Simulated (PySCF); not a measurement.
C7H16B2O (SMILES B[C@H](C)CO/C=C/B(C)C)

The calculation's input:

```
{"job": {"kind": "nmr", "xc": "PBE0", "basis": "pcSseg-1"}, "charge": 0, "multiplicity": 1}
B     -3.621951     1.116572     0.049229
C     -2.965662    -0.250761    -0.380522
C     -3.689448    -1.504577     0.127075
C     -1.465381    -0.372931    -0.084476
O     -0.779215     0.626977    -0.814883
C      0.550010     0.737377    -0.656253
C      1.382292     0.002838     0.095893
B      2.897461     0.229085     0.216228
C      3.704583    -0.753313     1.161793
C      3.654295     1.404135    -0.522433
H     -2.960482     2.047052     0.288020
H     -4.786524     1.197637     0.092835
H     -3.057668    -0.245770    -1.478239
H     -4.747115    -1.456988    -0.115345
H     -3.272267    -2.405829    -0.319758
H     -3.590100    -1.583198     1.207657
H     -1.094271    -1.363866    -0.384498
H     -1.277290    -0.246277     0.990087
H      0.911909     1.559887    -1.260664
H      0.946182    -0.809123     0.667755
H      3.281420    -0.768339     2.165725
H      4.761994    -0.517897     1.252950
H      3.629974    -1.776372     0.793233
H      4.675610     1.137513    -0.785913
H      3.728206     2.252511     0.158781
H      3.162394     1.766271    -1.421159
```

Launched as:

```sh
OMP_NUM_THREADS=1 python probes_run.py task.json out
```

Geometry: GFN2-xTB.

All numbers below come from PBE0/pcSseg-1, SCF density, gas phase, non-relativistic (PySCF 2.14.0).

> Predict the electron density and electron localisation function between the atoms.

C–C (1.34 Å): ρ at the midpoint is about 2.3 e/Å³; the ELF peaks at about 0.95 between the atoms: a multiple bond.
C–O (1.34 Å): ρ at the midpoint is about 2.4 e/Å³; the ELF peaks at about 0.90 between the atoms, as expected for a polar covalent bond.
C–B (1.54 Å): ρ is about 1.5 e/Å³ halfway; the ELF peaks at about 0.95 between the atoms, as expected for a covalent bond.
C–H (1.08 Å): ρ at the midpoint is about 2.1 e/Å³; the ELF climbs to about 1 towards the hydrogen, as it does in any bond to H: a covalent bond by its length.

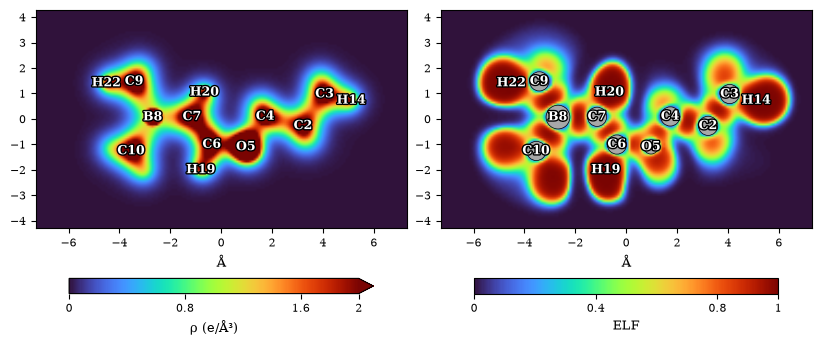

Computed electron density and electron localisation function on the plane of atoms C7, B8 and C9, in this order. Grey discs cover the atomic cores in the ELF map. 
